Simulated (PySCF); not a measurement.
## Geometry relaxation of Ge$_{2}$BH$_{6}$O$_{3}$

System: Ge$_{2}$BH$_{6}$O$_{3}$, multiplicity 2, SMILES OB(O)[O][GeH][GeH3].
Method: PBE0-D3(BJ)/def2-SVP geometry optimisation, gas phase (PySCF 2.14.0).

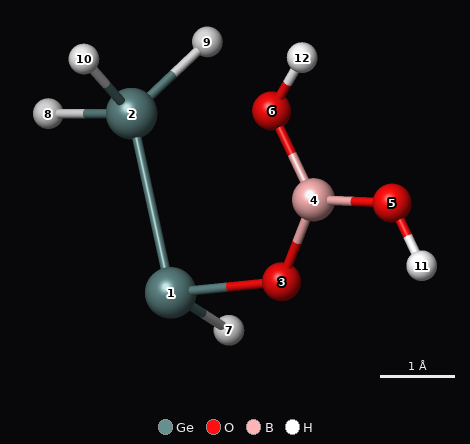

Fig. 1: The starting structure (ball-and-stick view, seen at a tilt; atoms are numbered from 1 in the order of the input). Sticks mark near contacts.

### Key numbers

| quantity | value |
| --- | --- |
| outcome | converged |
| total energy | −4406.789017 hartree |
| ⟨S²⟩ | 0.752 |
| dipole moment | 0.44 D |
| point group | C1 |
| hardware | 1 CPU thread, shared host |
| wall time | 5.7 min |
| peak memory | 0.72 GiB |

### Input file
```
{"job": {"xc": "PBE0", "basis": "def2-SVP", "d3": "d3bj", "grid": 2, "kind": "geom", "shake": 0.01}, "charge": 0, "multiplicity": 2}
Ge     0.376244    -1.273225    -1.472079
Ge     1.846259     0.511464    -0.435935
O     -1.152742    -1.096209    -0.454230
B     -1.425042    -0.086430     0.366106
O     -2.674134     0.003481     0.967057
O     -0.542190     0.904552     0.636342
H      0.820144    -2.657409    -0.798904
H      3.259948     0.304629    -1.066188
H      2.143035     0.558495     1.072338
H      1.533113     1.937089    -0.827694
H     -3.287539    -0.701492     0.779902
H     -0.858606     1.567471     1.250284
```

The first line tells a small driver script what to run in PySCF; the rest is the geometry in Å.

Run as:
```bash
OMP_NUM_THREADS=1 python <driver script> task.json out
```

### What the program printed
```
step   0  E = -4406.77200703  max force = 0.042216
step   1  E = -4406.78441830  max force = 0.016425
step   2  E = -4406.78736243  max force = 0.009150
step   3  E = -4406.78795383  max force = 0.004473
step   4  E = -4406.78826516  max force = 0.001909
step   5  E = -4406.78836182  max force = 0.000934
step   6  E = -4406.78846624  max force = 0.000887
step   7  E = -4406.78872834  max force = 0.002004
step   8  E = -4406.78883622  max force = 0.001654
step   9  E = -4406.78894130  max force = 0.000744
step  10  E = -4406.78900341  max force = 0.000657
step  11  E = -4406.78901687  max force = 0.000250
optimisation converged
```

### Trajectory as extended XYZ (Å, eV, eV/Å), 12 frames, from step=0 to step=11
```
12
Properties=species:S:1:pos:R:3:forces:R:3 step=0 energy=-119914.37418
Ge    0.3762   -1.2732   -1.4721    0.0921  -0.0039   1.8093
Ge    1.8463    0.5115   -0.4359    0.8336  -0.0177  -0.4264
O    -1.1527   -1.0962   -0.4542    0.7138  -0.7777  -1.1681
B    -1.4250   -0.0864    0.3661   -2.1708   0.2055   0.7431
O    -2.6741    0.0035    0.9671    0.8315   0.5979   0.1782
O    -0.5422    0.9045    0.6363    0.5490   0.2549  -0.0470
H     0.8201   -2.6574   -0.7989   -0.0434   0.2598  -0.6610
H     3.2599    0.3046   -1.0662   -0.0544  -0.2254  -0.0952
H     2.1430    0.5585    1.0723   -0.2390  -0.4020   0.0980
H     1.5331    1.9371   -0.8277   -0.3309   0.3936  -0.2965
H    -3.2875   -0.7015    0.7799   -0.0126  -0.3994  -0.2769
H    -0.8586    1.5675    1.2503   -0.1689   0.1144   0.1426
12
Properties=species:S:1:pos:R:3:forces:R:3 step=1 energy=-119914.71191
Ge    0.4035   -1.2090   -1.3489    0.1087  -0.0029   0.8446
Ge    1.9643    0.5228   -0.4764    0.2490   0.0203  -0.2755
O    -1.1577   -1.0854   -0.4262   -0.0314   0.0808  -0.1131
B    -1.5144   -0.0744    0.4068   -0.0299   0.0846  -0.1829
O    -2.7517   -0.0020    0.9671   -0.1906   0.0281   0.2037
O    -0.6180    0.9233    0.6903    0.0856   0.0275   0.0179
H     0.8283   -2.6165   -0.8005    0.0931   0.0207  -0.3583
H     3.3196    0.2478   -1.1753    0.0320  -0.1191  -0.0515
H     2.2452    0.4675    1.0347   -0.1426  -0.1336   0.0342
H     1.5990    1.9524   -0.8830   -0.1651   0.0537  -0.0447
H    -3.3202   -0.7400    0.7311    0.0672  -0.0494  -0.0834
H    -0.9594    1.5860    1.2971   -0.0761  -0.0108   0.0089
12
Properties=species:S:1:pos:R:3:forces:R:3 step=2 energy=-119914.79203
Ge    0.4295   -1.1668   -1.2670   -0.1933   0.0656   0.4705
Ge    2.0814    0.4880   -0.5016    0.1726   0.0672  -0.2110
O    -1.1437   -1.0244   -0.3600    0.3969   0.0054  -0.2264
B    -1.5754   -0.0106    0.4353   -0.0711   0.0106   0.0071
O    -2.8279   -0.0625    0.9721   -0.1297   0.1533   0.1652
O    -0.7727    1.0626    0.7252    0.0664  -0.1343  -0.1144
H     0.8589   -2.6098   -0.8576    0.0053   0.0036  -0.1524
H     3.3819    0.1610   -1.2877   -0.1000  -0.0316   0.0578
H     2.4059    0.3699    0.9980   -0.0851  -0.0238   0.0355
H     1.6944    1.9302   -0.8643   -0.0689  -0.0570   0.0228
H    -3.2963   -0.8613    0.7138    0.0488  -0.0252  -0.0497
H    -1.1973    1.6962    1.3108   -0.0419  -0.0339  -0.0052
12
Properties=species:S:1:pos:R:3:forces:R:3 step=3 energy=-119914.80812
Ge    0.4512   -1.1643   -1.2274   -0.0531   0.0347  -0.0692
Ge    2.0796    0.4857   -0.4837    0.0381   0.0834   0.0018
O    -1.1203   -1.0414   -0.3481   -0.2300  -0.1345   0.1047
B    -1.5761   -0.0195    0.4247    0.1645   0.1584   0.0517
O    -2.8170   -0.0196    0.9997    0.0887  -0.1863  -0.1724
O    -0.7597    1.0526    0.6623    0.0586   0.1033   0.0217
H     0.8991   -2.6231   -0.9374   -0.0313  -0.0434  -0.0099
H     3.3717    0.1757   -1.2768   -0.0129   0.0046   0.0419
H     2.3671    0.3320    1.0220    0.0102   0.0364   0.0001
H     1.6213    1.9136   -0.8153    0.0331  -0.0526   0.0004
H    -3.2943   -0.8213    0.7665   -0.0770  -0.0369   0.0142
H    -1.1841    1.7020    1.2305    0.0112   0.0330   0.0149
12
Properties=species:S:1:pos:R:3:forces:R:3 step=4 energy=-119914.81659
Ge    0.4368   -1.1654   -1.2271    0.0642   0.0207  -0.0982
Ge    2.0734    0.4889   -0.4874   -0.0066  -0.0108   0.0461
O    -1.1245   -1.0368   -0.3381   -0.0181  -0.0643   0.0527
B    -1.5584   -0.0081    0.4369   -0.0901  -0.0087   0.0066
O    -2.8101   -0.0400    0.9854    0.0478   0.0596   0.0103
O    -0.7433    1.0645    0.6841   -0.0627  -0.0397   0.0115
H     0.8676   -2.6319   -0.9438   -0.0069  -0.0146  -0.0175
H     3.3697    0.1647   -1.2609    0.0315  -0.0044   0.0052
H     2.3467    0.3586    1.0232    0.0091   0.0279  -0.0056
H     1.6232    1.9105   -0.8402    0.0090   0.0034  -0.0203
H    -3.2729   -0.8451    0.7320    0.0136   0.0117   0.0013
H    -1.1696    1.7125    1.2530    0.0092   0.0192   0.0078
12
Properties=species:S:1:pos:R:3:forces:R:3 step=5 energy=-119914.81922
Ge    0.4358   -1.1621   -1.2363   -0.0062   0.0476   0.0128
Ge    2.0802    0.4920   -0.4880   -0.0079  -0.0480   0.0195
O    -1.1273   -1.0414   -0.3377    0.0361  -0.0333   0.0259
B    -1.5646   -0.0146    0.4395   -0.0097   0.0160  -0.0192
O    -2.8137   -0.0418    0.9907   -0.0118   0.0061   0.0110
O    -0.7518    1.0591    0.6885   -0.0017  -0.0064   0.0003
H     0.8591   -2.6330   -0.9573    0.0020   0.0051  -0.0289
H     3.3847    0.1566   -1.2456    0.0076  -0.0087   0.0047
H     2.3467    0.3816    1.0250   -0.0072   0.0144   0.0008
H     1.6453    1.9130   -0.8609   -0.0102   0.0106  -0.0198
H    -3.2805   -0.8454    0.7408    0.0047   0.0059   0.0006
H    -1.1755    1.7083    1.2584    0.0042  -0.0093  -0.0075
12
Properties=species:S:1:pos:R:3:forces:R:3 step=6 energy=-119914.82206
Ge    0.4334   -1.1536   -1.2443   -0.0428   0.0456   0.0339
Ge    2.0808    0.4899   -0.4791   -0.0019  -0.0357   0.0063
O    -1.1245   -1.0486   -0.3308    0.0368  -0.0164   0.0265
B    -1.5647   -0.0174    0.4403    0.0317   0.0155  -0.0303
O    -2.8075   -0.0438    1.0041   -0.0301  -0.0212   0.0033
O    -0.7565    1.0634    0.6715    0.0228   0.0147  -0.0054
H     0.8509   -2.6320   -1.0000    0.0069   0.0066  -0.0229
H     3.3961    0.1415   -1.2137   -0.0074  -0.0052   0.0064
H     2.3260    0.3990    1.0384   -0.0113   0.0061   0.0035
H     1.6555    1.9084   -0.8753   -0.0019   0.0026  -0.0149
H    -3.2736   -0.8519    0.7677   -0.0022   0.0017   0.0011
H    -1.1775    1.7173    1.2381   -0.0007  -0.0145  -0.0076
12
Properties=species:S:1:pos:R:3:forces:R:3 step=7 energy=-119914.82919
Ge    0.4182   -1.1084   -1.2707   -0.1030   0.0236   0.0553
Ge    2.0889    0.4744   -0.4386    0.0102  -0.0030  -0.0315
O    -1.1062   -1.0709   -0.2916    0.0378   0.0186   0.0229
B    -1.5648   -0.0204    0.4444    0.0707   0.0070  -0.0604
O    -2.7789   -0.0663    1.0645   -0.0438  -0.0526   0.0073
O    -0.7981    1.1056    0.5789    0.0582   0.0383  -0.0251
H     0.8133   -2.6086   -1.1785    0.0210   0.0048   0.0044
H     3.4307    0.0671   -1.0917   -0.0200   0.0038   0.0036
H     2.2562    0.4413    1.0908   -0.0278  -0.0154   0.0100
H     1.7200    1.8877   -0.9097    0.0181  -0.0014   0.0084
H    -3.2205   -0.9038    0.8929   -0.0095  -0.0072   0.0027
H    -1.2204    1.7746    1.1261   -0.0119  -0.0164   0.0024
12
Properties=species:S:1:pos:R:3:forces:R:3 step=8 energy=-119914.83213
Ge    0.4059   -1.0723   -1.2876   -0.0851   0.0051   0.0311
Ge    2.0961    0.4607   -0.4096    0.0223   0.0136  -0.0526
O    -1.0899   -1.0800   -0.2666    0.0116   0.0202   0.0096
B    -1.5677   -0.0171    0.4388    0.0606  -0.0004  -0.0257
O    -2.7520   -0.0888    1.1125   -0.0270  -0.0352   0.0021
O    -0.8468    1.1456    0.4897    0.0427   0.0275  -0.0292
H     0.7918   -2.5774   -1.2872    0.0225   0.0019   0.0172
H     3.4472    0.0156   -1.0171   -0.0195   0.0088   0.0079
H     2.2126    0.4398    1.1246   -0.0332  -0.0206   0.0110
H     1.7773    1.8788   -0.9041    0.0220  -0.0012   0.0201
H    -3.1609   -0.9523    0.9980   -0.0062  -0.0088   0.0021
H    -1.2750    1.8199    1.0255   -0.0107  -0.0107   0.0062
12
Properties=species:S:1:pos:R:3:forces:R:3 step=9 energy=-119914.83499
Ge    0.3952   -1.0506   -1.3031   -0.0227  -0.0114  -0.0177
Ge    2.0930    0.4529   -0.3939    0.0201   0.0253  -0.0383
O    -1.0801   -1.0832   -0.2576   -0.0127  -0.0015   0.0050
B    -1.5662   -0.0132    0.4292    0.0152  -0.0033   0.0122
O    -2.7242   -0.1031    1.1463    0.0001   0.0038  -0.0028
O    -0.8795    1.1717    0.4177    0.0030   0.0078  -0.0095
H     0.7889   -2.5535   -1.3388    0.0125  -0.0005   0.0160
H     3.4507   -0.0095   -0.9706   -0.0065   0.0047   0.0093
H     2.1639    0.4158    1.1433   -0.0218  -0.0167   0.0046
H     1.8128    1.8817   -0.8805    0.0156  -0.0020   0.0170
H    -3.1064   -0.9833    1.0736    0.0004  -0.0067  -0.0011
H    -1.3095    1.8468    0.9512   -0.0032   0.0005   0.0051
12
Properties=species:S:1:pos:R:3:forces:R:3 step=10 energy=-119914.83668
Ge    0.3880   -1.0431   -1.3186    0.0202  -0.0132  -0.0338
Ge    2.0852    0.4500   -0.3908    0.0059   0.0223  -0.0092
O    -1.0776   -1.0819   -0.2614   -0.0063  -0.0118   0.0008
B    -1.5625   -0.0088    0.4205   -0.0229   0.0014   0.0205
O    -2.7019   -0.1089    1.1662    0.0120   0.0225  -0.0002
O    -0.8964    1.1873    0.3736   -0.0207  -0.0136   0.0058
H     0.7971   -2.5427   -1.3470   -0.0014  -0.0021   0.0049
H     3.4493   -0.0160   -0.9463    0.0068  -0.0032   0.0066
H     2.1182    0.3832    1.1473   -0.0038  -0.0071   0.0004
H     1.8311    1.8905   -0.8544    0.0035  -0.0003   0.0051
H    -3.0677   -0.9978    1.1168    0.0039  -0.0004  -0.0024
H    -1.3243    1.8607    0.9112    0.0029   0.0055   0.0014
12
Properties=species:S:1:pos:R:3:forces:R:3 step=11 energy=-119914.83705
Ge    0.3851   -1.0356   -1.3293    0.0123  -0.0065  -0.0125
Ge    2.0851    0.4477   -0.3871    0.0001   0.0082  -0.0018
O    -1.0747   -1.0812   -0.2625    0.0002  -0.0015  -0.0033
B    -1.5632   -0.0072    0.4159   -0.0129   0.0039   0.0098
O    -2.6891   -0.1132    1.1808    0.0054   0.0094   0.0006
O    -0.9142    1.1971    0.3458   -0.0108  -0.0111   0.0036
H     0.7965   -2.5348   -1.3619   -0.0027  -0.0019   0.0001
H     3.4534   -0.0267   -0.9244    0.0051  -0.0023   0.0047
H     2.0940    0.3706    1.1511    0.0004  -0.0023   0.0001
H     1.8498    1.8932   -0.8442   -0.0019   0.0007   0.0006
H    -3.0431   -1.0075    1.1481    0.0021   0.0012  -0.0014
H    -1.3410    1.8700    0.8848    0.0026   0.0022  -0.0005
```

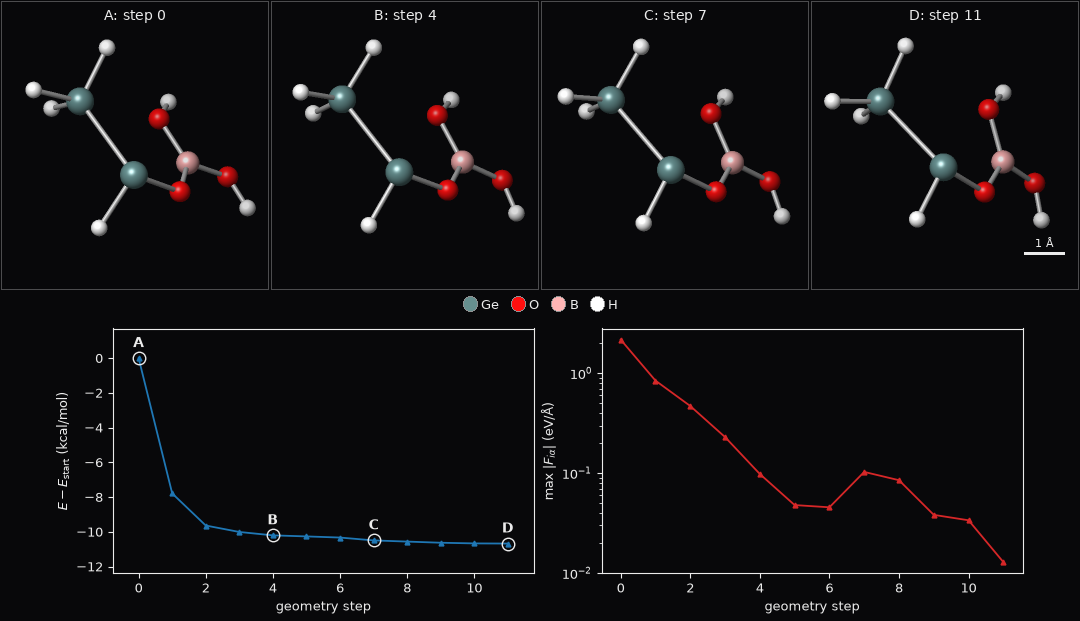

Fig. 2: Frames of the relaxation (ball-and-stick view, seen at a tilt) above the curves, on which the letters mark them (steps are counted from 0).

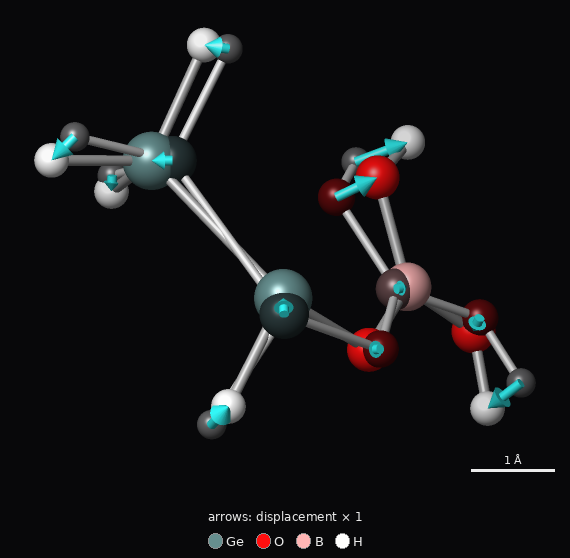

Fig. 3: Start (faint) and end (solid) with the displacements as teal arrows, at true length (ball-and-stick view, seen at a tilt). The two geometries are laid on each other by the best rigid fit. The largest move after the best rigid fit is that of H12, 0.68 Å. Largest moves by element: H 0.68 Å, O 0.56 Å, Ge 0.28 Å, B 0.17 Å. Among the contacts that change: Ge1–Ge2 2.534 → 2.445 Å, Ge1–H7 1.602 → 1.555 Å, Ge1–O3 1.845 → 1.809 Å, O3–B4 1.329 → 1.361 Å. Among the angles that change: Ge1–Ge2–H9 122.3° → 111.0°, Ge2–Ge1–O3 100.8° → 110.4°, Ge2–Ge1–H7 106.0° → 114.1°. After 11 geometry steps the energy has fallen by 10.7 kcal/mol. The largest force component goes from 2.2 to 0.013 eV/Å. (Atoms are counted from 1 in the order of the input.)
